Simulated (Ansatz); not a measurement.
**GeSiH3ClO (SMILES [SiH3][O][Ge][Cl]): HSE06/cc-pVDZ**

Aim: the vertical singlet–triplet gap of GeSiH3ClO at HSE06/cc-pVDZ, from 2 runs. 

Program for the calculation: Ansatz 0.2.0.

125 further runs of the same task are left out: 125 set aside as unsound or not needed.

## Step 1: The molecule

The species is GeSiH3ClO (7 atoms), meant as a singlet with charge 0. SMILES: `[SiH3][O][Ge][Cl]`. The shape is that of a PBE0-D4/def2-TZVP optimisation. This is one conformer, not always the lowest.

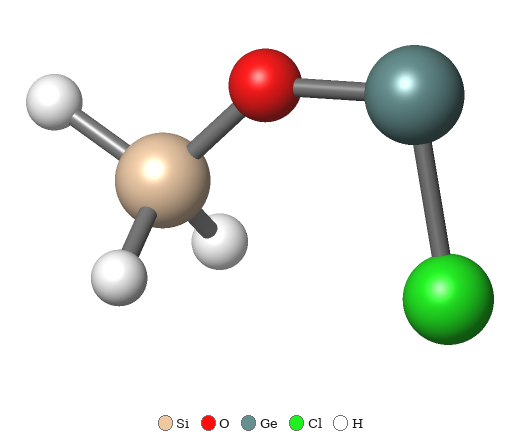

Viewed from a chosen angle; silicon light orange, oxygen red, germanium teal, chlorine green, hydrogen white.

## Step 2: The energy at HSE06/cc-pVDZ

The input, run.yaml:

```yaml
crystal:
  periodic: [false, false, false]
  atoms:
    - {symbol: Si, position_ang: [0.184400, 0.664200, -0.614200]}
    - {symbol: O, position_ang: [0.434500, -0.959500, -0.413800]}
    - {symbol: Ge, position_ang: [0.076600, -2.215900, 0.776900]}
    - {symbol: Cl, position_ang: [-0.991800, -0.995100, 2.277600]}
    - {symbol: H, position_ang: [0.795900, 1.045400, -1.911300]}
    - {symbol: H, position_ang: [-1.268900, 0.965100, -0.643300]}
    - {symbol: H, position_ang: [0.830700, 1.427800, 0.482400]}
basis:
  gaussian: {orbitals: cc-pVDZ}
hamiltonian: {xc: {name: HSE06}}
accuracy: high
output: {orbitals: {seedname: orbitals}}
```

Run with:

```bash
ansatz run run.yaml --threads 1 --pin off --max-ram 3480MiB --events-out events.jsonl --progress --plain --runs-dir runs
```

What it wrote:

```text
Warning: RAYON_NUM_THREADS=1 ignored (pool sized by the plan → 1); use --threads N
Functional definition: HSE06
  name "HSE06"
  parameter a = 0.25
  parameter omega = 0.11/bohr
  exchange = pbe_x - a*pbe_x_sr(omega) + a*exact_x_sr(omega)
  correlation = pbe_c
2087 factors; integrals over basis functions are off by at most 4.4e-9 eV
106 factors; integrals over basis functions are off by at most 1.4e-9 eV
mean field evaluation 1: about -78994.0973 eV, gradient 5.0e1 eV
mean field evaluation 2: about -78958.1115 eV, gradient 1.3e2 eV
mean field evaluation 4: about -78998.5937 eV, gradient 8.6e0 eV
mean field evaluation 8: about -78998.9459 eV, gradient 3.3e-1 eV
mean field evaluation 16: about -78998.9462 eV, gradient 2.1e-5 eV
mean field -78998.94621483 eV, -2903.1577259859 hartree, gradient 7.0e-9 eV, S^2 0.000000; 0 other end points of the search recorded, 0 dependent functions left out
reference -78998.94621811 eV, -2903.1577261066 hartree; 37, 37 occupied and 55, 55 virtual orbitals, 2087 factors
Total energy: -78998.94621811 eV, -2903.1577261066 hartree
```

It took 13 s on 1 thread of Arm Neoverse V1, shared host; peak memory 0.39 GiB.

## Step 3: The triplet

The input, molecule.yaml:

```yaml
crystal:
  periodic: [false, false, false]
  atoms:
    - {symbol: Si, position_ang: [0.184400, 0.664200, -0.614200]}
    - {symbol: O, position_ang: [0.434500, -0.959500, -0.413800]}
    - {symbol: Ge, position_ang: [0.076600, -2.215900, 0.776900]}
    - {symbol: Cl, position_ang: [-0.991800, -0.995100, 2.277600]}
    - {symbol: H, position_ang: [0.795900, 1.045400, -1.911300]}
    - {symbol: H, position_ang: [-1.268900, 0.965100, -0.643300]}
    - {symbol: H, position_ang: [0.830700, 1.427800, 0.482400]}
basis:
  gaussian:
    orbitals: cc-pVDZ
accuracy: high
magnetization:
  spin_polarized: true
  initial_magnetization: 2
hamiltonian:
  xc: hse06
output: {orbitals: {seedname: orbitals}}
```

Run with:

```bash
ansatz run molecule.yaml --threads 1 --pin off --max-ram 3480MiB --events-out events.jsonl --progress --plain --runs-dir runs
```

What it wrote:

```text
Warning: RAYON_NUM_THREADS=1 ignored (pool sized by the plan → 1); use --threads N
Functional definition: HSE06
  name "HSE06"
  parameter a = 0.25
  parameter omega = 0.11/bohr
  exchange = pbe_x - a*pbe_x_sr(omega) + a*exact_x_sr(omega)
  correlation = pbe_c
2087 factors; integrals over basis functions are off by at most 4.4e-9 eV
106 factors; integrals over basis functions are off by at most 1.4e-9 eV
mean field evaluation 1: about -78991.1661 eV, gradient 3.4e1 eV
mean field evaluation 2: about -78950.3162 eV, gradient 9.6e1 eV
mean field evaluation 4: about -78995.4322 eV, gradient 5.6e0 eV
mean field evaluation 8: about -78995.7555 eV, gradient 5.9e-1 eV
mean field evaluation 16: about -78995.7578 eV, gradient 4.9e-4 eV
mean field -78995.75784593 eV, -2903.0405555900 hartree, gradient 6.9e-8 eV, S^2 2.003528; 0 other end points of the search recorded, 0 dependent functions left out
reference -78995.75784931 eV, -2903.0405557144 hartree; 38, 36 occupied and 54, 56 virtual orbitals, 2087 factors
Total energy: -78995.75784931 eV, -2903.0405557144 hartree
```

Wall time 26 s (1 thread of Arm Neoverse V1, shared host); peak memory 0.6 GiB.

## Step 4: What came out

At HSE06/cc-pVDZ:

```
                                        quantity           value
                           singlet: total energy  -2903.15773 Eh
                            singlet: HOMO energy        -7.69 eV
                            singlet: LUMO energy        -2.87 eV
                          singlet: HOMO–LUMO gap         4.82 eV
                           triplet: total energy  -2903.04056 Eh
     triplet: HOMO energy (highest over α and β)        -4.62 eV
                                   triplet: ⟨S²⟩           2.004
vertical energy of the triplet above the singlet        3.188 eV
```

**Reading.** At this shape the triplet lies 3.19 eV (308 kJ/mol) above the singlet.
